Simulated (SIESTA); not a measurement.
**How far to go with the k-point mesh: InP (R3m, 2 atoms in the cell)**

```
InP
1.0
    0.00000     2.92619     2.92619
    2.92619     0.00000     2.92619
    2.92619     2.92619     0.00000
In P
1 1
Cartesian
  0.02887   0.02887   0.02887
  1.46310   1.46310   1.46310
```

Method: LDA PW92, numerical atomic orbitals DZP, PseudoDojo LDA standard norm-conserving potentials (rewritten from UPF to PSML) (SIESTA 5.4.2).

Base settings: XC.functional = LDA; XC.authors = PW92; potentials = PseudoDojo LDA standard; PAO.BasisSize = DZP; PAO.EnergyShift = 0.01 Ry; MeshCutoff = 350 Ry; kgrid.MonkhorstPack = 7 7 7; OccupationFunction = FD; ElectronicTemperature = 20 meV; MaxSCFIterations = 150.

The second cell is the first with its lattice scaled by 0.98.

Only quantities that move along the ladder and can be compared are tabulated.

Core times come from one kind of shared machine, to one figure; runs under 30 s give none.

The starting cell has typed, rounded lattice constants, without a prior relaxation at this level. Its lattice was rescaled by up to half a per cent. One atom was moved a little off its site on purpose. Values carry the incompleteness of an atom-centred basis.

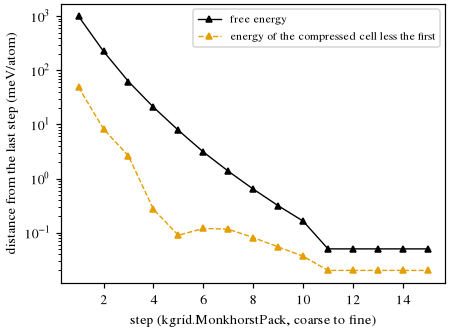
*Distance from the last step along the ladder; very small values are drawn at a floor.*

| kgrid.MonkhorstPack | free energy less the last step's (meV/atom) | energy of the compressed cell less the first (meV/atom) | pressure (GPa) | largest difference of a force vector from the last step's (eV/Å) | gap on the mesh (eV) | core time / last (rough) |
|---|---|---|---|---|---|---|
| 2 2 2 | 993.91 | 55.99 | 3.53 | 0.040 | 0.490 | – |
| 3 3 3 | 224.16 | 15.64 | -0.65 | 0.015 | 0.604 | – |
| 4 4 4 | 61.99 | 10.03 | -1.15 | 0.007 | 0.640 | – |
| 5 5 5 | 20.88 | 7.69 | -1.37 | 0.003 | 0.654 | – |
| 6 6 6 | 7.79 | 7.33 | -1.40 | 0.001 | 0.659 | – |
| 7 7 7 | 3.10 | 7.30 | -1.39 | 0.001 | 0.662 | – |
| 8 8 8 | 1.37 | 7.30 | -1.39 | 0.000 | 0.663 | – |
| 9 9 9 | 0.64 | 7.34 | -1.39 | 0.000 | 0.663 | – |
| 10 10 10 | 0.31 | 7.37 | -1.38 | 0.000 | 0.664 | 0.2 |
| 11 11 11 | 0.16 | 7.38 | -1.38 | 0.000 | 0.664 | 0.3 |
| 13 13 13 | 0.05 | 7.40 | -1.38 | 0.000 | 0.664 | 0.5 |
| 14 14 14 | 0.03 | 7.41 | -1.38 | 0.000 | 0.664 | 0.6 |
| 15 15 15 | 0.02 | 7.41 | -1.38 | 0.000 | 0.664 | 0.7 |
| 17 17 17 | 0.01 | 7.42 | -1.38 | 0.000 | 0.664 | 0.8 |
| 19 19 19 | 0.00 | 7.42 | -1.38 | 0.000 | 0.664 | 0.9 |
| 21 21 21 | 0.00 | 7.42 | -1.38 | 0.000 | 0.664 | 1 |

Coarsest kgrid.MonkhorstPack that holds the free energy within 5 meV/atom of the last step, with all finer ones: 7 7 7; the step before is off by 7.8 meV/atom.

Coarsest kgrid.MonkhorstPack that holds the energy of the compressed cell less the first within 0.2 meV/atom of the last step, with all finer ones: 6 6 6; the step before is off by 0.27 meV/atom.

The energy difference between the two cells stays within 1 meV/atom of the last step's from 5 5 5 on, the total only from 9 9 9 on: much of the error is common to both cells and cancels.
